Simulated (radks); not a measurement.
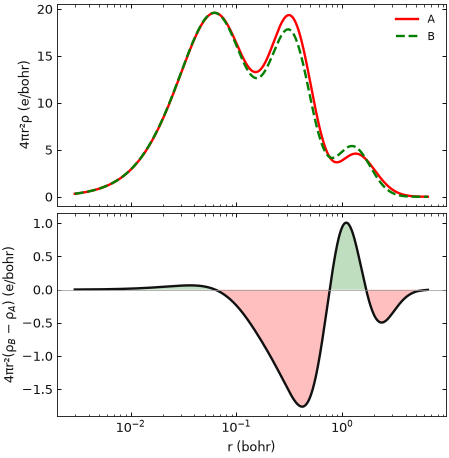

Two charge states of chlorine were computed: Cl in [Ne] 3s2 3p5; Cl⁺ in [He] 2s2 2p5 3s2 3p5. All numbers are computed, not measured: non-relativistic Kohn-Sham, PBE, spin-unpolarised, spherical densities, point nucleus (the in-house radial solver radks).

The plot shows both radial densities and the radial density of run B less that of run A; on the logarithmic r axis, areas aren't charges.

Which run is A and which is B? Where does the charge move?

Answer. A is Cl in [Ne] 3s2 3p5; B is Cl⁺ in [He] 2s2 2p5 3s2 3p5. B holds 0.57 electrons more than A where the difference is positive (most at r = 1.1 bohr) and 1.6 electrons fewer where it is negative (most at r = 0.42 bohr), a net change of −1. The energy of B less that of A is 210.1 eV.
